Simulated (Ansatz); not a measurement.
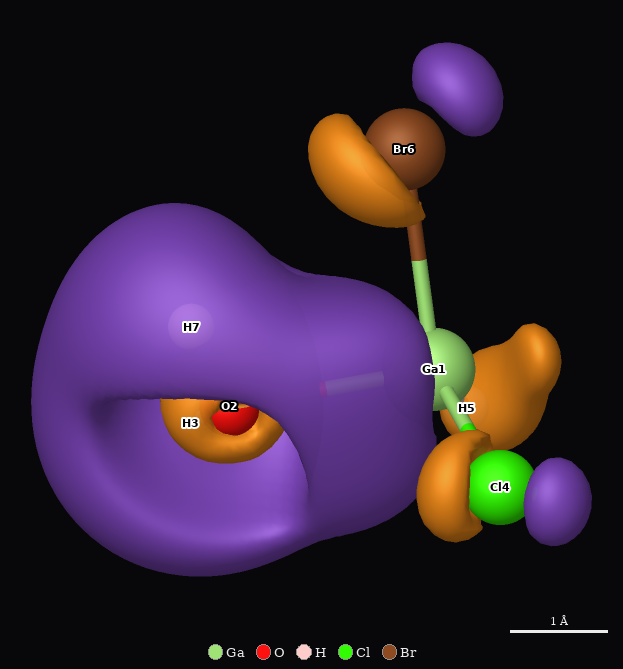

Figure. BrClGaH3O. One frontier orbital at ±0.1 Å⁻³ᐟ² (orange and purple are the two phases), seen at a tilt.

Computed with Ansatz, RKS B3LYP/def2-SVP.

```xyz
7

Ga    0.0738    0.5544   -0.1190
O     0.0642   -0.0194    1.9451
H    -0.7918   -0.3244    2.2850
Cl    1.9009   -0.3995   -0.8064
H    -1.3199    0.0228   -0.5741
Br    0.3211    2.8316    0.4201
H     0.2849    0.7925    2.4351
```

Which orbital is it: HOMO or LUMO?

Answer. The LUMO, at −0.68 eV. Its weight (Hirshfeld) is mainly on H3 (about 25 %), Ga1 (about 20 %), O2 (about 20 %), H7 (about 15 %) and Br6 (about 5 %).
